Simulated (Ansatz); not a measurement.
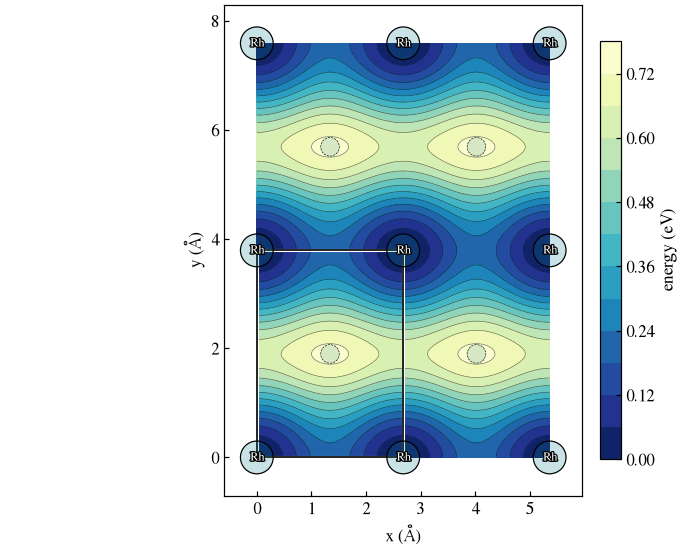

H on a Rh(110) slab cut from the Fm-3m phase, its upper half relaxed before the scan (8 atoms of substrate and one adsorbate in a 2 × 1 cell). H is moved over the surface cell at a fixed height above a rigid substrate; the origin of the map has the adsorbate above Rh7; the height is held at 2.50 Å. Places are given modulo a cell vector. The map is drawn in real space over the plane of the surface. Grid: 6 × 8 points; 20 points were computed and 28 follow by symmetry. Places are given in fractions of the 1 × 1 surface cell. Energies are in eV, from the lowest grid point. The runs have no spin polarisation, so an open-shell adsorbate far from the surface lies too high. At a fixed height the lowest place need not be the adsorption site. Theory: DFT PBE+D3(BJ), scalar-relativistic, plane waves, PAW in Ansatz 0.2.0. Settings: cutoff 420 eV, k-mesh 5×7×1, gaussian smearing 0.1 eV, no spin polarisation.

In the figure: filled contours, labelled circles for the atoms of the top layer and small ones for the second layer, the outline of one cell of the 2 × 2 shown. Between grid points the surface is interpolated.

The lowest grid point is at the top site over a surface Rh atom, (0/6, 0/8) of the cell vectors. No other kind of well shows on this grid. The highest grid point, a fourfold hollow over a second-layer Rh atom, (3/6, 4/8) of the cell vectors, lies 0.74 eV above the lowest. On the interpolated surface the easiest way out of the lowest well to its copy in the next cell or period passes a barrier of about 0.22 eV. At the lowest point the adsorbate has 1 Rh at 2.50 Å as nearest neighbours, at the highest 4 Rh at 3.41 Å.

The scan is repeated with another setting: the height is held at 3.30 Å; all else is set up alike.

### How does the landscape change?

The lowest place stays at the top site over a surface Rh atom, (0/6, 0/8) of the cell vectors. The span from the lowest to the highest grid point shrinks from 0.74 to 0.19 eV. The easiest pass out of the lowest well goes from about 0.22 to about 0.046 eV on the interpolated surfaces.

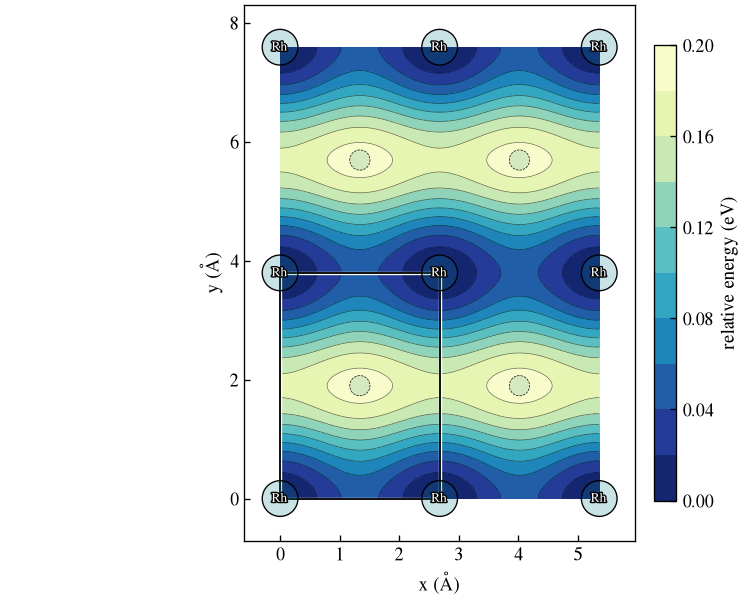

The map after the change, on a colour scale of its own. Drawn: filled contours, labelled circles for the atoms of the top layer and small ones for the second layer, the outline of one cell of the 2 × 2 shown. Between grid points the surface is interpolated.

PAW datasets: the set soft_1.
